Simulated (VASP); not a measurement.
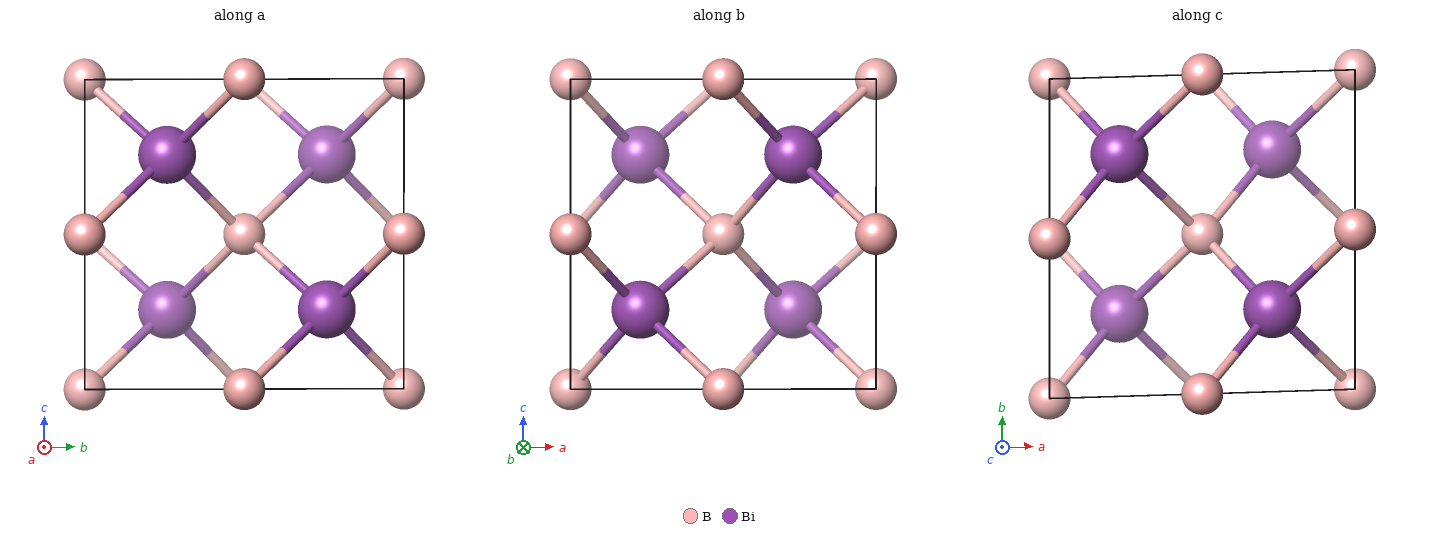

Drawn in the ball-and-stick manner and seen along the a axis, along the b axis and along the c axis. The frame is the drawn cell (a repeat of the simulation cell); atoms at its boundary are shown with their periodic copies.

Lattice parameters: a = 5.4311 Å, b = 5.6764 Å, c = 5.5072 Å, α = 89.852°, β = 89.949°, γ = 88.258°.

Give the structure in the form of a CIF in P1 with every atom of the cell, with free fractional coordinates to two decimals.

Answer.
```cif
data_structure
_symmetry_space_group_name_H-M 'P 1'
_symmetry_Int_Tables_number 1
_cell_length_a 5.4311
_cell_length_b 5.6764
_cell_length_c 5.5072
_cell_angle_alpha 89.852
_cell_angle_beta 89.949
_cell_angle_gamma 88.258
_cell_volume 169.70
loop_
_atom_site_label
_atom_site_type_symbol
_atom_site_fract_x
_atom_site_fract_y
_atom_site_fract_z
_atom_site_occupancy
B1 B 0.50 0.00 0.00 1
B2 B 0.00 0.50 0.00 1
B3 B 0.50 0.50 0.50 1
Bi1 Bi 0.73 0.76 0.26 1
B4 B 0.00 0.00 0.50 1
Bi2 Bi 0.23 0.26 0.26 1
Bi3 Bi 0.73 0.26 0.76 1
Bi4 Bi 0.23 0.76 0.76 1
```

Provenance: a structure type filled with these elements by a generator (whether the compound takes this form wasn't checked). Earlier steps of the study may have refined or changed the cell and positions. It was run through VASP as a DFT input.

At this level of theory the cell isn't at rest (forces up to 1.1 eV/Å), so its distances can differ from those at equilibrium, the more so the softer the solid.
